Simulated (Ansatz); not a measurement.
TlGaI6

Input

```
crystal:
  lattice:
    - [0.0, 5.8035157827, 5.8035157827]
    - [5.8035157827, 0.0, 5.8035157827]
    - [5.8035157827, 5.8035157827, 0.0]
  atoms:
    - { symbol: Tl, position: [0.5, 0.5, 0.5] }
    - { symbol: Ga, position: [0.0, 0.0, 0.0] }
    - { symbol: I, position: [0.7625444183, 0.2374555817, 0.2374555817] }
    - { symbol: I, position: [0.2374555817, 0.7625444183, 0.7625444183] }
    - { symbol: I, position: [0.2374555817, 0.7625444183, 0.2374555817] }
    - { symbol: I, position: [0.7625444183, 0.2374555817, 0.7625444183] }
    - { symbol: I, position: [0.2374555817, 0.2374555817, 0.7625444183] }
    - { symbol: I, position: [0.7625444183, 0.7625444183, 0.2374555817] }
kpoints:
  mp_grid: { grid: [4, 4, 4] }
hamiltonian:
  xc: r2scan
  dispersion: rvv10
scf:
  occupations: { method: fermi_dirac, width: 0.03 }
relax:
  f_tol: 0.01
  cell: {}
  max_steps: 120
output:
  write_density: true
  write_potential: true
  elf: true
  volumetric_format: npy
```

Command:

```sh
ansatz run input.yaml --threads 4 --pin off --max-ram 4608MiB --backend cpu --events-out ev --progress --plain --runs-dir out
```

Below, planes, directions and counts refer to the conventional cell (a = 11.65 Å, b = 11.65 Å, c = 11.65 Å, α = 90.00°, β = 90.00°, γ = 90.00°).

The fields are those of the run's last geometry, not of the input's.

Space group Fm-3m; a structure from a database of computed crystals, not necessarily the ambient phase; started from the MgZrF6-225 prototype, which need not be the ambient phase.

Method: DFT, r2SCAN+rVV10, plane waves, PAW in Ansatz 0.2.0.

What can the converged valence pseudo-density and electron localisation function tell about the bonding?

Answer. Ga–I (2.77 Å): ρ at the midpoint is about 0.35 e/Å³, with its minimum of 0.31 e/Å³ about 1.2 Å from Ga; the ELF peaks at about 0.70 in the valence shell of I, 1.2 Å from its nucleus, and is about 0.65 at the midpoint.
Tl–I (3.06 Å): ρ is about 0.24 e/Å³ halfway; the ELF is about 0.30 at the midpoint.

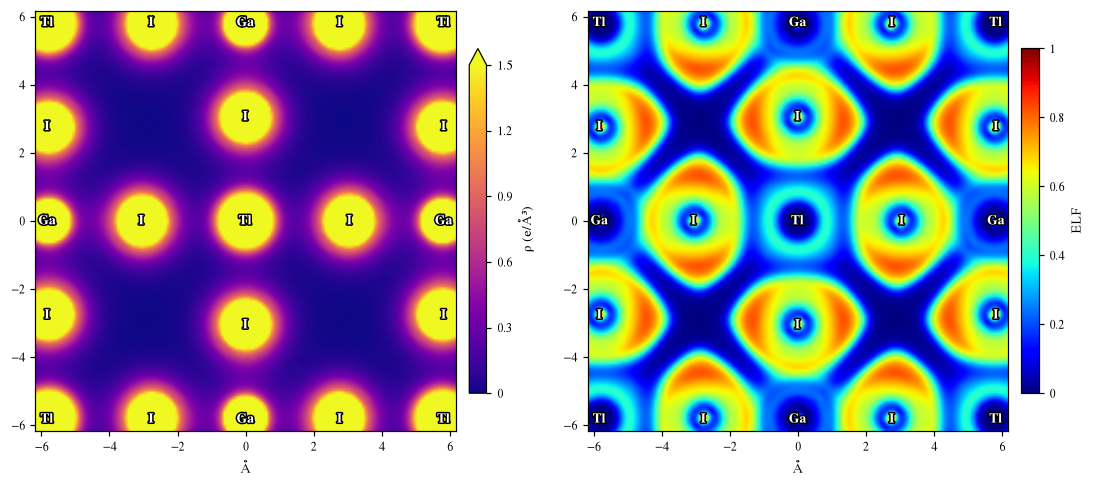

Computed valence pseudo-density and electron localisation function on the (010) plane of the conventional cell, in this order. 
